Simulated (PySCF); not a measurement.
**MoH (sextet): density, localisation and related maps**

```xyz
2

Mo    0.0000    0.0000   -0.0175
H     0.0000    0.0000    1.6985
```

Core potentials replace the inner electrons of Mo.

All numbers below come from PySCF, PBE0/def2-TZVPPD, non-relativistic Hamiltonian with scalar-relativistic core potentials where named, at a bond length of 1.716 Å.

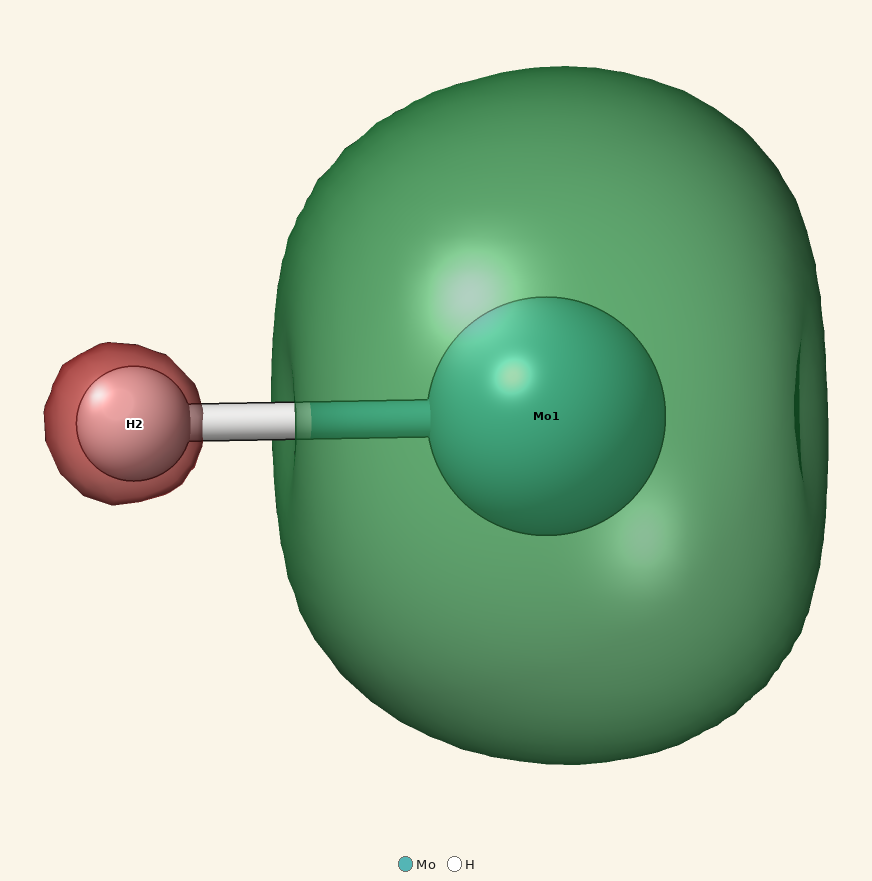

Figure 1. Isosurfaces of the spin density (α minus β) at +0.1 (green) and −0.1 e/Å³ (red), seen from one side.

Question: Which atoms carry the spin?

Answer: The unpaired spin (5 electrons) lies mostly on Mo1 (about 5.0), in electrons by Hirshfeld's partition.

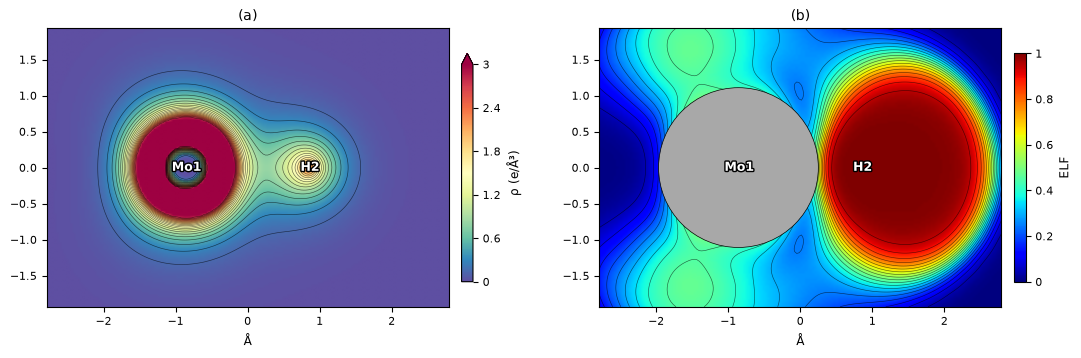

Figure 2. (a) electron density; (b) electron localisation function on a plane that holds the molecular axis. Grey discs cover the atomic cores in the ELF map.

Question: What do the fields say about this system?

Answer: The plane passes through Mo and H nuclei.
Mo–H (1.72 Å): ρ at the midpoint is about 1.3 e/Å³; the ELF climbs to about 1 towards the hydrogen.

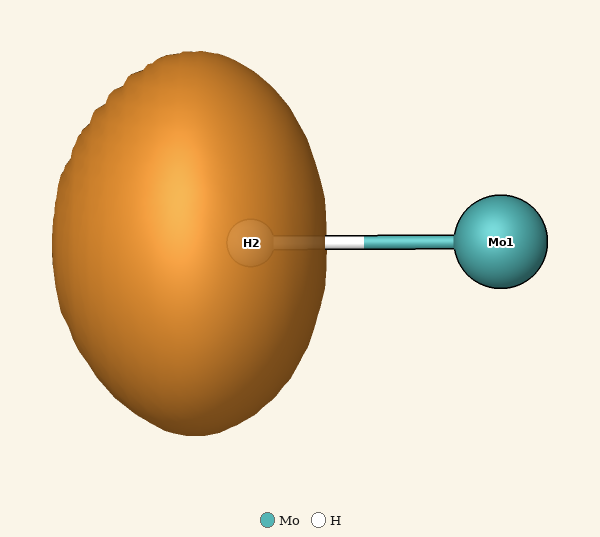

Figure 3. Isosurface of the ELF at 0.75 (orange), seen from one side. Core shells and regions of very low density are left out.

Question: Identify the bonds, lone pairs and shells in this picture.

Answer: The surface consists of one region around a hydrogen nucleus.
